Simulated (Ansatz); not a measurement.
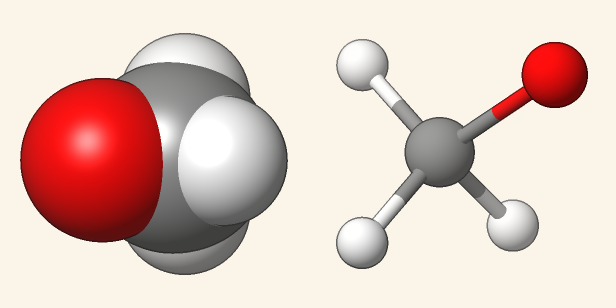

The same structure drawn twice, from different directions. Colours: oxygen red, carbon grey, hydrogen white.

State: neutral, doublet.

Describe the molecule.

It has 5 atoms: 1 carbon, 3 hydrogen and 1 oxygen (CH3O). It is an open-shell species. Coordination: 1 C tetrahedral.

The parts below concern this one geometry. Atoms keep their numbers from picture to picture. Computed geometry: PBE0-D4/def2-TZVP optimisation.

### Geometry

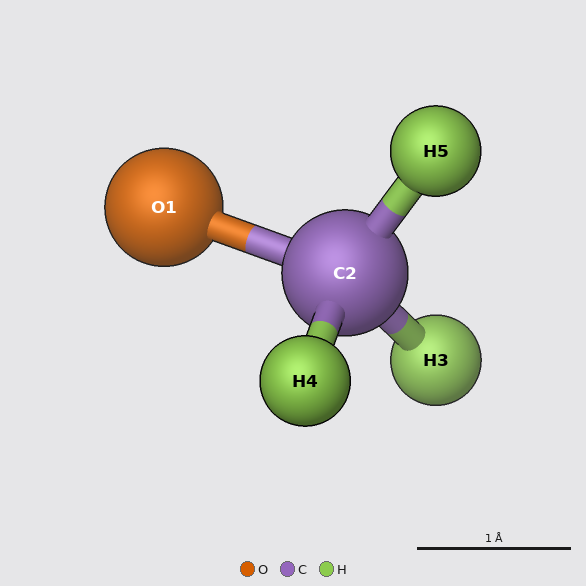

The atoms are numbered.

Which atoms are bonded, and how long are the bonds?

```
 bond  length (Å)
O1–C2       1.355
C2–H3       1.100
C2–H4       1.108
C2–H5       1.100
```

### Electronic properties

Level of theory: UHF-CCSD(T), frozen core/def2-QZVPP (Ansatz 0.2.0).

Question: Give the ⟨S²⟩ of the determinant at this level.

Answer: 0.760.

Question: Estimate the T1 diagnostic.

Answer: 0.019.

### Charges

The questions are on Mulliken charges. Properties computed with UKS PBE0-D4/def2-TZVP (Ansatz 0.2.0).

Question: Which atom carries the highest charge (most positive or least negative)?

Answer: H4 (0.16 e).

Question: And the lowest?

Answer: O1 (−0.22 e).

Give the Mulliken charges atom by atom.

```
atom  value (e)
  O1      −0.22
  C2      −0.19
  H3       0.13
  H4       0.16
  H5       0.13
```

### Dipole moment

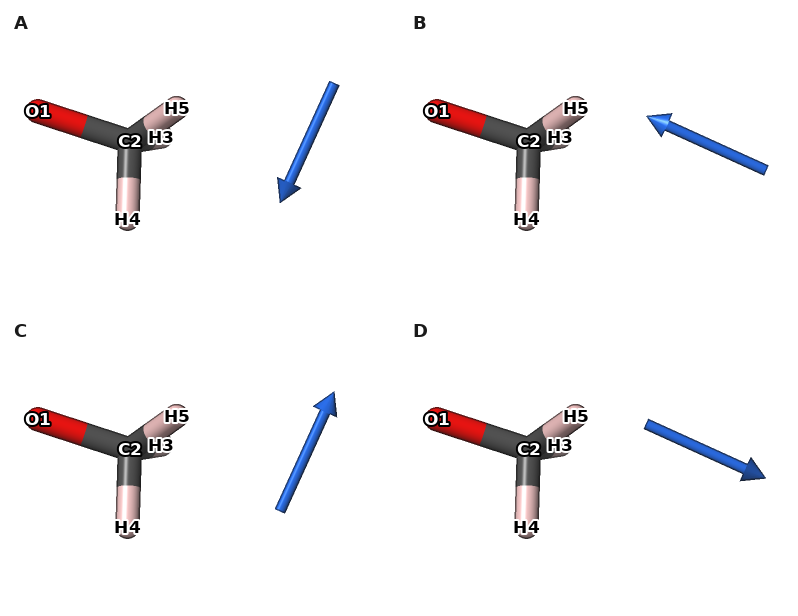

The same molecule four times, each with an arrow. Properties computed with UKS PBE0-D4/def2-TZVP (Ansatz 0.2.0).

Question: Which arrow points along the dipole moment, from the negative to the positive end?

Answer: D. The dipole moment is 2.02 D; it points from the side of O1 to the side of H3, H4, H5 (the outermost atoms at the two ends).

Mulliken values depend strongly on the basis set and can even reverse the polarity of a bond.
